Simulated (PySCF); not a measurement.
**Os⁵⁰⁺, Os⁵¹⁺: ionisation energy in even-tempered 16s11p7d4f3g, part 1 of 2**

Aim: the ionisation energy of osmium from differences of total energies, at each level of theory, and how far each lands from the tabulated value where there is one.

Method: unrestricted determinants in a Gaussian basis, no spin-orbit coupling in the energies. Code: PySCF 2.14.0.

## 1. The system

```
Element                                   : osmium (Z = 76)
Basis                                     : an even-tempered Gaussian basis (16 s from 12 bohr⁻², ratio 2.5; 11 p from 15 bohr⁻², ratio 2.5; 7 d from 15 bohr⁻², ratio 2.5; 4 f from 62 bohr⁻², ratio 2.7; 3 g from 93 bohr⁻², ratio 2.7)
Hamiltonian                               : the non-relativistic Hamiltonian (point nucleus)
State 1                                   : Os⁵⁰⁺: [Ar] 3d8, high-spin 3F determinant
State 2                                   : Os⁵¹⁺: [Ar] 3d7, high-spin 4F determinant
Methods                                   : UHF, LDA, PBE, PBE0, r2SCAN, r2SCAN0, TPSSh, MP2
Core shells frozen in the correlated runs : outer shells: [Ne] (for Os⁵⁰⁺)
```

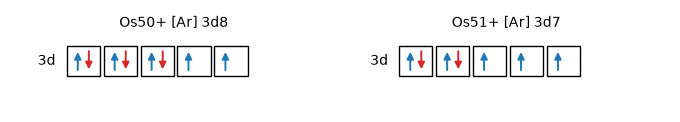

Outer shells as boxes.

One driver process ran all states and methods and kept the integrals in memory. Each run is shown as a PySCF script that sums up its settings (the driver passes frozen orbitals as a list and adds second-order terms of double hybrids); the logs are those of the runs themselves. The driver starts from symmetry-adapted Hartree-Fock orbitals, holds the occupation by maximum overlap and uses a logarithmic radial grid for functionals, so a plain start would take other cycles.

The integrals over 139 functions and the set-up took 0.81 s of CPU time.

## 2. Os⁵⁰⁺

UHF:

Input file input.py:

```python
from pyscf import gto, scf, dft, mp, cc
mol = gto.M(atom="Os 0 0 0", charge=50, spin=2, symmetry="D2h",
            basis=gto.etbs([(0, 16, 12, 2.5), (1, 11, 15, 2.5), (2, 7, 15, 2.5), (3, 4, 62, 2.7), (4, 3, 93, 2.7)]))
mf = scf.UHF(mol)
mf.irrep_nelec = {'Ag': (5, 3), 'B1g': (1, 1), 'B2g': (1, 1), 'B3g': (1, 1), 'B1u': (2, 2), 'B2u': (2, 2), 'B3u': (2, 2)}
mf.kernel()
```

What it wrote:

```text
damping factor = 0
level_shift factor = 0
DIIS = <class 'pyscf.scf.diis.CDIIS'>
diis_start_cycle = 1
diis_space = 10
diis_damp = 0
SCF conv_tol = 1e-09
SCF conv_tol_grad = None
number electrons alpha = 14  beta = 12
cycle= 1 E= -14321.635322754  delta_E= -0.0104  |g|= 0.0474  |ddm|= 0.00854
cycle= 2 E= -14321.6353341762  delta_E= -1.14e-05  |g|= 0.00168  |ddm|= 0.000327
cycle= 3 E= -14321.6353341916  delta_E= -1.54e-08  |g|= 1.02e-05  |ddm|= 1.3e-05
cycle= 4 E= -14321.6353341916  delta_E= -3.09e-11  |g|= 3.1e-07  |ddm|= 1.17e-07
converged SCF energy = -14321.6353341916  <S^2> = 2.0001153  2S+1 = 3.0000769
```

It used 13 s of CPU time after the integrals (shared host).

The occupied shells:

```
shell  electrons  mean orbital energy (eV)  spread (eV)  rms radius (bohr)
 1s α          1                  -70804.4            0             0.0230
 1s β          1                  -70803.9            0             0.0230
 2s α          1                  -14162.3            0             0.0906
 2s β          1                  -14141.3            0             0.0906
 2p α          3                  -13703.3            0             0.0779
 2p β          3                  -13683.6            0             0.0779
 3s α          1                   -5235.5            0              0.219
 3s β          1                   -5216.5            0              0.219
 3p α          3                   -5031.5            0              0.210
 3p β          3                   -5006.2            0              0.210
 3d α          5                   -4674.8        7.960              0.183
 3d β          3                   -4660.2            0              0.183
```

⟨S²⟩ = 2.000, ⟨L²⟩ = 12.00.

Spin-orbit constants on these orbitals (cm⁻¹; bare nucleus, screened nucleus, mean field): 3d 271200, 235500, 232500. To first order in LS coupling the lowest level has J = 4 and lies 43.2 eV below the centre of the term.

A non-relativistic calculation at this Z misses sizeable relativistic shifts. Spin-orbit coupling is strong in this species (close to jj coupling), so the high-spin LS determinant is a model state, not a physical level.

LDA:

input.py differs from the last one in:

```diff
@@ -3,3 +3,3 @@
             basis=gto.etbs([(0, 16, 12, 2.5), (1, 11, 15, 2.5), (2, 7, 15, 2.5), (3, 4, 62, 2.7), (4, 3, 93, 2.7)]))
-mf = scf.UHF(mol)
+mf = dft.UKS(mol, xc="LDA,VWN")
 mf.irrep_nelec = {'Ag': (5, 3), 'B1g': (1, 1), 'B2g': (1, 1), 'B3g': (1, 1), 'B1u': (2, 2), 'B2u': (2, 2), 'B3u': (2, 2)}
```

What it wrote:

```text
damping factor = 0
level_shift factor = 0
DIIS = <class 'pyscf.scf.diis.CDIIS'>
diis_start_cycle = 1
diis_space = 10
diis_damp = 0
SCF conv_tol = 1e-09
SCF conv_tol_grad = None
number electrons alpha = 14  beta = 12
XC functionals = LDA,VWN
    P. A. M. Dirac.,  Math. Proc. Cambridge Philos. Soc. 26, 376 (1930)
    F. Bloch.,  Z. Phys. 57, 545 (1929)
    S. H. Vosko, L. Wilk, and M. Nusair.,  Can. J. Phys. 58, 1200 (1980)
cycle= 1 E= -14313.1467924059  delta_E= -0.0188  |g|= 0.0543  |ddm|= 0.0592
cycle= 2 E= -14313.1467992025  delta_E= -6.8e-06  |g|= 0.00581  |ddm|= 0.000844
cycle= 3 E= -14313.1467993643  delta_E= -1.62e-07  |g|= 0.000367  |ddm|= 0.0001
cycle= 4 E= -14313.146799365  delta_E= -7.42e-10  |g|= 2.47e-06  |ddm|= 6.39e-06
converged SCF energy = -14313.146799365  <S^2> = 2.0000156  2S+1 = 3.0000104
```

CPU time 1.8 s on a shared host, the integrals not counted.

PBE:

Input file input.py:

```python
from pyscf import gto, scf, dft, mp, cc
mol = gto.M(atom="Os 0 0 0", charge=50, spin=2, symmetry="D2h",
            basis=gto.etbs([(0, 16, 12, 2.5), (1, 11, 15, 2.5), (2, 7, 15, 2.5), (3, 4, 62, 2.7), (4, 3, 93, 2.7)]))
mf = dft.UKS(mol, xc="PBE")
mf.irrep_nelec = {'Ag': (5, 3), 'B1g': (1, 1), 'B2g': (1, 1), 'B3g': (1, 1), 'B1u': (2, 2), 'B2u': (2, 2), 'B3u': (2, 2)}
mf.kernel()
```

What it wrote:

```text
damping factor = 0
level_shift factor = 0
DIIS = <class 'pyscf.scf.diis.CDIIS'>
diis_start_cycle = 1
diis_space = 10
diis_damp = 0
SCF conv_tol = 1e-09
SCF conv_tol_grad = None
number electrons alpha = 14  beta = 12
XC functionals = PBE
    J. P. Perdew, K. Burke, and M. Ernzerhof.,  Phys. Rev. Lett. 77, 3865 (1996)
    J. P. Perdew, K. Burke, and M. Ernzerhof.,  Phys. Rev. Lett. 78, 1396 (1997)
    J. P. Perdew, K. Burke, and M. Ernzerhof.,  Phys. Rev. Lett. 77, 3865 (1996)
    J. P. Perdew, K. Burke, and M. Ernzerhof.,  Phys. Rev. Lett. 78, 1396 (1997)
cycle= 1 E= -14321.8066939257  delta_E= -0.0117  |g|= 0.0143  |ddm|= 0.0472
cycle= 2 E= -14321.8066945797  delta_E= -6.54e-07  |g|= 0.001  |ddm|= 0.000378
cycle= 3 E= -14321.806694586  delta_E= -6.21e-09  |g|= 0.000142  |ddm|= 2.36e-05
cycle= 4 E= -14321.806694586  delta_E= -7.82e-11  |g|= 8.95e-07  |ddm|= 2.44e-06
converged SCF energy = -14321.806694586  <S^2> = 2.0000242  2S+1 = 3.0000161
```

It used 2.3 s of CPU time after the integrals (shared host).

PBE0:

Input file input.py:

```python
from pyscf import gto, scf, dft, mp, cc
mol = gto.M(atom="Os 0 0 0", charge=50, spin=2, symmetry="D2h",
            basis=gto.etbs([(0, 16, 12, 2.5), (1, 11, 15, 2.5), (2, 7, 15, 2.5), (3, 4, 62, 2.7), (4, 3, 93, 2.7)]))
mf = dft.UKS(mol, xc="PBE0")
mf.irrep_nelec = {'Ag': (5, 3), 'B1g': (1, 1), 'B2g': (1, 1), 'B3g': (1, 1), 'B1u': (2, 2), 'B2u': (2, 2), 'B3u': (2, 2)}
mf.kernel()
```

What it wrote:

```text
damping factor = 0
level_shift factor = 0
DIIS = <class 'pyscf.scf.diis.CDIIS'>
diis_start_cycle = 1
diis_space = 10
diis_damp = 0
SCF conv_tol = 1e-09
SCF conv_tol_grad = None
number electrons alpha = 14  beta = 12
XC functionals = PBE0
    C. Adamo and V. Barone.,  J. Chem. Phys. 110, 6158 (1999)
    M. Ernzerhof and G. E. Scuseria.,  J. Chem. Phys. 110, 5029 (1999)
cycle= 1 E= -14322.1319513142  delta_E= -0.00823  |g|= 0.0175  |ddm|= 0.0341
cycle= 2 E= -14322.1319523712  delta_E= -1.06e-06  |g|= 0.000493  |ddm|= 0.000242
cycle= 3 E= -14322.1319523726  delta_E= -1.39e-09  |g|= 7.22e-05  |ddm|= 1.22e-05
cycle= 4 E= -14322.1319523726  delta_E= -2.18e-11  |g|= 5.43e-07  |ddm|= 1.25e-06
converged SCF energy = -14322.1319523726  <S^2> = 2.0000397  2S+1 = 3.0000265
```

CPU time 4.5 s on a shared host, the integrals not counted.

r2SCAN:

Input file input.py:

```python
from pyscf import gto, scf, dft, mp, cc
mol = gto.M(atom="Os 0 0 0", charge=50, spin=2, symmetry="D2h",
            basis=gto.etbs([(0, 16, 12, 2.5), (1, 11, 15, 2.5), (2, 7, 15, 2.5), (3, 4, 62, 2.7), (4, 3, 93, 2.7)]))
mf = dft.UKS(mol, xc="R2SCAN")
mf.irrep_nelec = {'Ag': (5, 3), 'B1g': (1, 1), 'B2g': (1, 1), 'B3g': (1, 1), 'B1u': (2, 2), 'B2u': (2, 2), 'B3u': (2, 2)}
mf.kernel()
```

What it wrote:

```text
damping factor = 0
level_shift factor = 0
DIIS = <class 'pyscf.scf.diis.CDIIS'>
diis_start_cycle = 1
diis_space = 10
diis_damp = 0
SCF conv_tol = 1e-09
SCF conv_tol_grad = None
number electrons alpha = 14  beta = 12
XC functionals = R2SCAN
    J. W. Furness, A. D. Kaplan, J. Ning, J. P. Perdew, and J. Sun.,  J. Phys. Chem. Lett. 11, 8208-8215 (2020)
    J. W. Furness, A. D. Kaplan, J. Ning, J. P. Perdew, and J. Sun.,  J. Phys. Chem. Lett. 11, 9248-9248 (2020)
    J. W. Furness, A. D. Kaplan, J. Ning, J. P. Perdew, and J. Sun.,  J. Phys. Chem. Lett. 11, 8208-8215 (2020)
    J. W. Furness, A. D. Kaplan, J. Ning, J. P. Perdew, and J. Sun.,  J. Phys. Chem. Lett. 11, 9248-9248 (2020)
cycle= 1 E= -14322.8684950879  delta_E= -0.00972  |g|= 0.0204  |ddm|= 0.0278
cycle= 2 E= -14322.8684963306  delta_E= -1.24e-06  |g|= 0.000375  |ddm|= 0.000149
cycle= 3 E= -14322.8684963312  delta_E= -6.08e-10  |g|= 3.2e-05  |ddm|= 6.59e-06
cycle= 4 E= -14322.8684963312  delta_E= 5.46e-12  |g|= 2.82e-06  |ddm|= 6.5e-07
converged SCF energy = -14322.8684963312  <S^2> = 2.0000564  2S+1 = 3.0000376
```

It used 6.3 s of CPU time after the integrals (shared host).

r2SCAN0:

Input file input.py:

```python
from pyscf import gto, scf, dft, mp, cc
mol = gto.M(atom="Os 0 0 0", charge=50, spin=2, symmetry="D2h",
            basis=gto.etbs([(0, 16, 12, 2.5), (1, 11, 15, 2.5), (2, 7, 15, 2.5), (3, 4, 62, 2.7), (4, 3, 93, 2.7)]))
mf = dft.UKS(mol, xc="HYB_MGGA_XC_R2SCAN0")
mf.irrep_nelec = {'Ag': (5, 3), 'B1g': (1, 1), 'B2g': (1, 1), 'B3g': (1, 1), 'B1u': (2, 2), 'B2u': (2, 2), 'B3u': (2, 2)}
mf.kernel()
```

What it wrote:

```text
damping factor = 0
level_shift factor = 0
DIIS = <class 'pyscf.scf.diis.CDIIS'>
diis_start_cycle = 1
diis_space = 10
diis_damp = 0
SCF conv_tol = 1e-09
SCF conv_tol_grad = None
number electrons alpha = 14  beta = 12
XC functionals = HYB_MGGA_XC_R2SCAN0
    M. Bursch, H. Neugebauer, S. Ehlert, and S. Grimme.,  J. Chem. Phys. 156, 134105 (2022)
cycle= 1 E= -14322.9299107371  delta_E= -0.00847  |g|= 0.0248  |ddm|= 0.0209
cycle= 2 E= -14322.9299131048  delta_E= -2.37e-06  |g|= 0.000515  |ddm|= 0.000281
cycle= 3 E= -14322.9299131059  delta_E= -1.09e-09  |g|= 7.78e-06  |ddm|= 5.9e-06
cycle= 4 E= -14322.9299131059  delta_E=    0  |g|= 2.03e-07  |ddm|= 5.57e-08
converged SCF energy = -14322.9299131059  <S^2> = 2.0000682  2S+1 = 3.0000455
```

CPU time 8.5 s on a shared host, the integrals not counted.

TPSSh:

Input file input.py:

```python
from pyscf import gto, scf, dft, mp, cc
mol = gto.M(atom="Os 0 0 0", charge=50, spin=2, symmetry="D2h",
            basis=gto.etbs([(0, 16, 12, 2.5), (1, 11, 15, 2.5), (2, 7, 15, 2.5), (3, 4, 62, 2.7), (4, 3, 93, 2.7)]))
mf = dft.UKS(mol, xc="TPSSH")
mf.irrep_nelec = {'Ag': (5, 3), 'B1g': (1, 1), 'B2g': (1, 1), 'B3g': (1, 1), 'B1u': (2, 2), 'B2u': (2, 2), 'B3u': (2, 2)}
mf.kernel()
```

What it wrote:

```text
damping factor = 0
level_shift factor = 0
DIIS = <class 'pyscf.scf.diis.CDIIS'>
diis_start_cycle = 1
diis_space = 10
diis_damp = 0
SCF conv_tol = 1e-09
SCF conv_tol_grad = None
number electrons alpha = 14  beta = 12
XC functionals = TPSSH
    V. N. Staroverov, G. E. Scuseria, J. Tao, and J. P. Perdew.,  J. Chem. Phys. 119, 12129 (2003)
cycle= 1 E= -14322.3944943167  delta_E= -0.00673  |g|= 0.0244  |ddm|= 0.0333
cycle= 2 E= -14322.3944976774  delta_E= -3.36e-06  |g|= 0.00349  |ddm|= 0.000427
cycle= 3 E= -14322.3944977451  delta_E= -6.76e-08  |g|= 0.000117  |ddm|= 6.4e-05
cycle= 4 E= -14322.3944977451  delta_E= -3.82e-11  |g|= 1.82e-06  |ddm|= 1.62e-06
converged SCF energy = -14322.3944977451  <S^2> = 2.0000365  2S+1 = 3.0000243
```

CPU time 8.7 s on a shared host, the integrals not counted.

MP2 (outer shells):

Input file input.py:

```python
from pyscf import gto, scf, dft, mp, cc
mol = gto.M(atom="Os 0 0 0", charge=50, spin=2, symmetry="D2h",
            basis=gto.etbs([(0, 16, 12, 2.5), (1, 11, 15, 2.5), (2, 7, 15, 2.5), (3, 4, 62, 2.7), (4, 3, 93, 2.7)]))
mf = scf.UHF(mol)
mf.irrep_nelec = {'Ag': (5, 3), 'B1g': (1, 1), 'B2g': (1, 1), 'B3g': (1, 1), 'B1u': (2, 2), 'B2u': (2, 2), 'B3u': (2, 2)}
mf.kernel()
mp.UMP2(mf, frozen=5).kernel()
```

The driver printed no log here.

CPU time 3.4 s on a shared host, the integrals not counted.

With 16 electrons correlated, the MP2 correlation energy is -0.62871 hartree (-0.20598 same spin, -0.42273 opposite spin); the SCS form gives -0.57593. Largest pairs of shells: 3d-3d -0.2471, 3p-3d -0.2348, 3p-3p -0.0650, 3s-3d -0.0434, 3s-3p -0.0335.

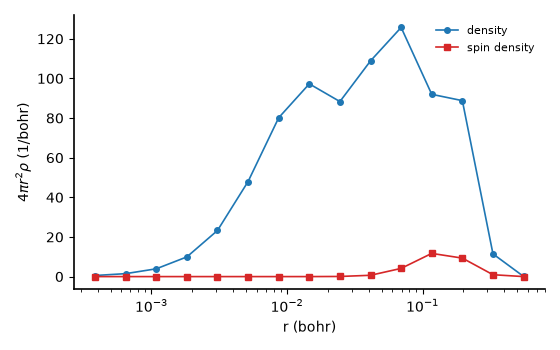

Radial density 4πr²ρ of Os⁵⁰⁺ at UHF, at 15 stored radii joined by straight lines.

(Continued in part 2 of 2.)
